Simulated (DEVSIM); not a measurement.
Structure: abrupt CdTe n-p junction, at 300 K.

```csv
layer (left to right),material,thickness (μm),Nd (cm⁻³),Na (cm⁻³),τn (s),τp (s)
1,CdTe,16.0,1.1e15,-,1.6e-8,1.6e-8
2,CdTe,44.0,-,7.7e15,1.6e-8,1.6e-8
```

Left contact: ohmic. Right contact: ohmic. Voltage is applied to the left contact. Recombination: SRH at mid-gap, Auger. Mobility is μmin + (μ − μmin)/(1 + (N/Nref)^α).

The device is made up for the run: typed textbook-type constants, with dimensions and the other settings drawn at random. Values at 300 K.

| parameter | CdTe |
|---|---|
| gap (eV) | 1.5 |
| affinity (eV) | 4.28 |
| permittivity | 10.2 |
| Nc (cm⁻³) | 8e17 |
| Nv (cm⁻³) | 1.8e19 |
| μn (cm²/Vs) | 1000 |
| μp (cm²/Vs) | 80 |
| μn,min | 100 |
| μp,min | 10 |
| Nref,n | 1e17 |
| Nref,p | 1e17 |
| αn | 0.6 |
| αp | 0.6 |
| Cn (cm⁶/s) | 1e-30 |
| Cp (cm⁶/s) | 1e-30 |

Simulated with DEVSIM: 1D drift-diffusion, Boltzmann statistics, complete ionisation; no tunnelling, impact ionisation, image-force lowering or self-heating.

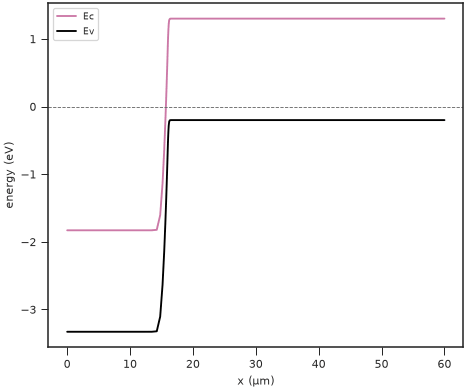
Band edges at 2.0 V on the left contact

Energies count from the Fermi level of the right contact; mesh points crowd at the junctions.

```
x (μm)   Ec (eV)  Ev (eV)  n (cm⁻³)  p (cm⁻³)  field (V/cm)
-------  -------  -------  --------  --------  ------------
0.000     -1.830   -3.330    1.1e15     < 1e2           ≈ 0
0.04816   -1.830   -3.330    1.1e15     < 1e2           ≈ 0
0.1927    -1.830   -3.330    1.1e15     < 1e2           ≈ 0
0.6264    -1.830   -3.330    1.1e15     < 1e2           ≈ 0
2.791     -1.830   -3.330    1.1e15     < 1e2           ≈ 0
8.320     -1.830   -3.330    1.1e15     < 1e2           ≈ 0
13.46     -1.830   -3.330    1.1e15     < 1e2           ≈ 0
15.43     -0.639   -2.139     < 1e2       720         21000
15.83      0.357   -1.143     < 1e2      1100         29000
15.96      0.756   -0.744     < 1e2   5800000         32000
16.00      0.897   -0.603     < 1e2     1.3e9         32000
16.09      1.134   -0.366     < 1e2    1.3e13         20000
16.33      1.298   -0.203     < 1e2    7.1e15           450
17.04      1.300   -0.201     < 1e2    7.7e15           ≈ 0
20.60      1.300   -0.201     < 1e2    7.7e15           ≈ 0
29.89      1.300   -0.201     < 1e2    7.7e15           ≈ 0
48.08      1.300   -0.201     < 1e2    7.7e15           ≈ 0
56.05      1.300   -0.201     < 1e2    7.7e15           ≈ 0
59.11      1.300   -0.201     < 1e2    7.7e15           ≈ 0
59.72      1.300   -0.201     < 1e2    7.7e15           ≈ 0
59.92      1.300   -0.201     < 1e2    7.7e15           ≈ 0
60.00      1.300   -0.201     < 1e2    7.7e15           ≈ 0
```
